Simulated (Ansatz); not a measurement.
System: H2LiNOS2.

```xyz
7

Li    0.8130   -0.3659    0.8263
N    -0.6409   -1.2883    2.0734
O    -0.8118    0.6464    0.5279
S    -1.4636   -0.7457    0.5187
S    -0.3990   -1.9500   -0.7003
H    -0.7562   -2.3032    2.1655
H    -1.1311   -0.8405    2.8584
```

Geometry: r2SCAN-D4/def2-SVP.

Level of theory: isolated molecule in a Gaussian basis; Kohn-Sham density functional theory, functional PBE0 in Ansatz.

> What will maps of the electron density and electron localisation function show?

S–N (1.84 Å): ρ is about 1.1 e/Å³ halfway; the ELF peaks at about 0.85 between the atoms; a covalent bond.
Li–N (2.13 Å): ρ at the midpoint is about 0.3 e/Å³; the ELF peaks at about 0.90 in the valence shell of N, 0.7 Å from its nucleus, and is about 0.65 at the midpoint.
Li–S (2.33 Å): the density is about 0.3 e/Å³ at the midpoint; the ELF is about 0.25 at the midpoint.

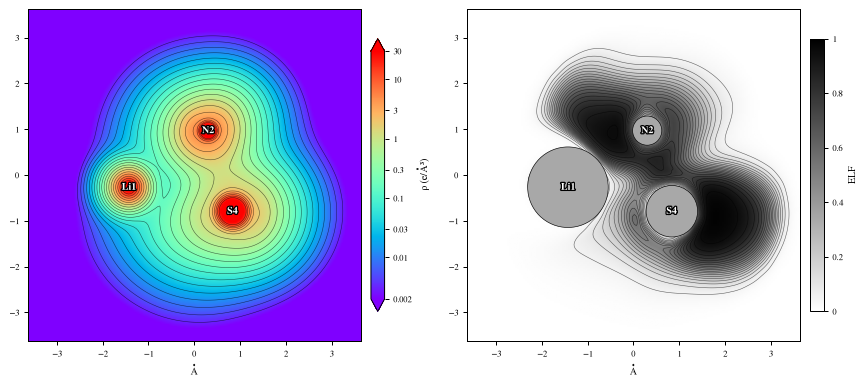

Computed electron density and electron localisation function on the plane of atoms Li1, N2 and S4, in this order. Grey discs cover the atomic cores in the ELF map. 
